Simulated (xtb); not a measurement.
# AlH$_{2}$OF$_{3}$: geometry relaxation (part 4 of 4)

Continued. System: AlH$_{2}$OF$_{3}$. Method: GFN2-xTB (xtb 6.7.1 later snapshot). The geometry comes from this level: PBE0-D4/def2-TZVP.

Geometry of the input (Å):
```
O  -0.8710  0.5861  0.3580
Al 0.4960  -0.5510  -0.4099
F  0.9625  -1.2552  1.0133
F  -0.2904  -1.5013  -1.4969
F  1.4301  0.6751  -1.0124
H  -0.9624  0.4562  1.3100
H  -0.7036  1.5220  0.1920
```

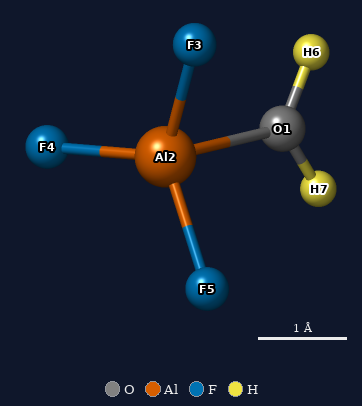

The geometry at step 15 of the log (ball-and-stick view, seen at a tilt; atoms are numbered from 1 in the order of the input).

### Trajectory as extended XYZ, continued
```
7
Properties=species:S:1:pos:R:3 step=12 energy=-561.32639
O    -0.6697    0.6262    0.4439
Al    0.5745   -0.5391   -0.3801
F     1.0558   -1.3247    0.9855
F    -0.4037   -1.3774   -1.4062
F     1.5284    0.6220   -1.0549
H    -1.1410    0.4189    1.2550
H    -0.8830    1.5058    0.1109
7
Properties=species:S:1:pos:R:3 step=13 energy=-561.32668
O    -0.6704    0.6265    0.4430
Al    0.5751   -0.5380   -0.3792
F     1.0609   -1.3239    0.9841
F    -0.4075   -1.3738   -1.4024
F     1.5316    0.6197   -1.0553
H    -1.1460    0.4174    1.2518
H    -0.8825    1.5040    0.1120
7
Properties=species:S:1:pos:R:3 step=14 energy=-561.32681
O    -0.6609    0.6293    0.4475
Al    0.5779   -0.5365   -0.3772
F     1.0659   -1.3253    0.9830
F    -0.4146   -1.3663   -1.3964
F     1.5360    0.6174   -1.0564
H    -1.1544    0.4135    1.2457
H    -0.8886    1.4999    0.1079
7
Properties=species:S:1:pos:R:3 step=15 energy=-561.32690
O    -0.6596    0.6302    0.4489
Al    0.5782   -0.5365   -0.3770
F     1.0668   -1.3254    0.9827
F    -0.4161   -1.3646   -1.3954
F     1.5370    0.6169   -1.0558
H    -1.1549    0.4126    1.2446
H    -0.8903    1.4987    0.1062
7
Properties=species:S:1:pos:R:3 step=16 energy=-561.32703
O    -0.6518    0.6352    0.4559
Al    0.5796   -0.5362   -0.3764
F     1.0698   -1.3260    0.9819
F    -0.4213   -1.3591   -1.3919
F     1.5402    0.6154   -1.0546
H    -1.1589    0.4082    1.2399
H    -0.8965    1.4944    0.0994
7
Properties=species:S:1:pos:R:3 step=17 energy=-561.32705
O    -0.6499    0.6365    0.4572
Al    0.5802   -0.5358   -0.3759
F     1.0714   -1.3264    0.9818
F    -0.4229   -1.3578   -1.3906
F     1.5415    0.6149   -1.0554
H    -1.1615    0.4069    1.2383
H    -0.8975    1.4936    0.0987
7
Properties=species:S:1:pos:R:3 step=18 energy=-561.32706
O    -0.6497    0.6367    0.4574
Al    0.5802   -0.5357   -0.3758
F     1.0716   -1.3266    0.9819
F    -0.4232   -1.3577   -1.3907
F     1.5417    0.6150   -1.0554
H    -1.1617    0.4068    1.2382
H    -0.8978    1.4935    0.0985
```

### Results in brief

```csv
quantity,value
outcome,converged
electrons treated,32
total energy,−20.628389 hartree
dispersion energy,−0.002395 hartree
basis functions,28
HOMO,−12.83 eV
LUMO,−4.06 eV
dipole moment,6.74 D
hardware,"1 thread of Arm Neoverse V2, 24 GiB of memory available, shared host"
peak memory,0.073 GiB
```
